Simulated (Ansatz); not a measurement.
# ρ(T) of TaAgPt in the AlB2 type in two numbers

Can the computed ρ(T) of TaAgPt in the AlB2 type be held by the Bloch–Grüneisen form, and does the fit predict a row it has not seen?

The resistivities were computed with Ansatz 0.2.0 (DFT PBE, scalar-relativistic, plane waves, PAW; PAW set soft_1) from the linearised Boltzmann equation with harmonic phonons, on q 3×3×3, k 9×9×9, scattering 12×12×16; the fit below is done by hand on them.

The structure was built from a prototype and need not be the compound's stable phase.

**1. What is given**

Symmetry: P-6m2, No. 187, hexagonal system. Conventional cell: a = 4.572 Å, b = 4.572 Å, c = 2.768 Å, α = 90.00°, β = 90.00°, γ = 120.00°. Ta on site a is surrounded by 2 Ta at 2.77 Å and 6 Pt at 2.98 Å and 6 Ag at 2.98 Å. Around Ag on site d lie 3 Pt at 2.64 Å and 2 Ag at 2.77 Å and 6 Ta at 2.98 Å. Pt on site f has 3 Ag at 2.64 Å and 2 Pt at 2.77 Å and 6 Ta at 2.98 Å as nearest neighbours.

This is the relaxed cell of the run, from steps not shown here.

The mean resistivity of the three axes from 50 to 800 K, with one row held back; the colder rows stay outside the fit and test it at the end:

```
T (K)  ρ (μΩ cm)
   50      3.046
   77       6.25
  100      8.897
  150      14.40
  200      19.75
  300          ?
  400      41.08
  600      62.38
  800      83.15
```

No spin–orbit coupling, which matters for Pt and Ta. The structure is a hand-built model.

**2. The fit**

Bloch and Grüneisen's form is ρ(T) = A (T/Θ)⁵ J₅(Θ/T), with J₅(z) the integral of x⁵/((eˣ − 1)(1 − e⁻ˣ)) from 0 to z. It goes as T⁵ far below Θ and as A T/(4Θ) far above. For a trial Θ the best A is the geometric mean of ρ/[(T/Θ)⁵ J₅] over the rows, and the scatter of that ratio measures the fit:

```
Θ (K)  A (μΩ cm)  scatter (%)
   98      37.38         10.5
  130      51.38          5.8
  146      58.92          3.1
  162      66.89          0.7
  178      75.34          3.2
  202      89.01          8.3
  244      116.3         18.0
```

The scatter is least at Θ = 162 K, with A = 66.89 μΩ cm (0.7 % r.m.s.).

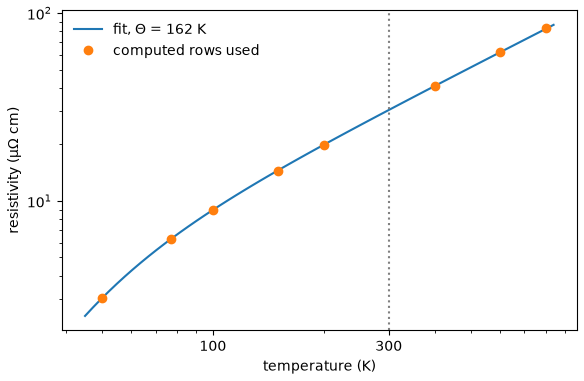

The fit through the rows used; the dotted line marks the temperature held back.

**3. The row held back**

At T = 300 K, Θ/T = 0.540, J₅ = 0.02092 and (T/Θ)⁵ = 21.78, so the fit gives 30.47 μΩ cm. The computed value is 30.38 μΩ cm: the fit is off by +0.30 %. Outside its range, at 20 K, it gives 0.197 against 0.260 μΩ cm computed, 0.76 times that; at that temperature the run's own test moves by 8 % between meshes in the component that moves most. Among the rows used, the largest miss is -1.1 %, at 600 K.

**4. Reading Θ and A**

Θ = 162 K is 1.52 times ħω_log/k_B (107 K) and 0.50 of the highest phonon frequency (326 K). The high-temperature slope of the fit, A/(4Θ), is 0.103 μΩ cm/K. The same slope from the run's transport coupling and plasma energy, 2π k_B λ_tr/(ħ ε₀ ω_p²) with λ_tr = 0.714, 0.714, 0.924 (xx, yy, zz) and ħω_p = 4.87, 4.87, 6.99 (xx, yy, zz) eV, is 0.106 μΩ cm/K in the mean of the axes, +2.8 % from it. For comparison, the computed rows rise by 0.104 μΩ cm/K between the two hottest.

**5. What came out**

```yaml
theta: 162 K
a: 66.89 μΩ cm
scatter_of_the_fit: 0.7 %
held_back_row_at_300_k_fit_against_computed: 30.47 against 30.38 μΩ cm
```

What this shows: Two numbers, Θ = 162 K and A = 66.9 μΩ cm, hold the computed ρ(T) from 50 to 800 K within 0.74 % r.m.s. and predict the held-back row within 0.30 %. At 20 K, outside the rows fitted, it gives 0.76 times the computed value. The mean hides an anisotropy: at 300 K the components are 35.2, 35.2, 20.8 (xx, yy, zz) μΩ cm. Spin–orbit coupling is left out. The fit describes the calculation: impurities, thermal expansion, changes of phase and anharmonicity are in neither.

[Logs are printed without paths, hosts, clocks, repeated set-up lines and the standing remarks that a program may print on its own settings, such as how far it seeks lower states.]

[Hosts, paths, dates, database ids (printed as entryN), source tags and the programs' standing remarks are cut or masked in the printed files.]
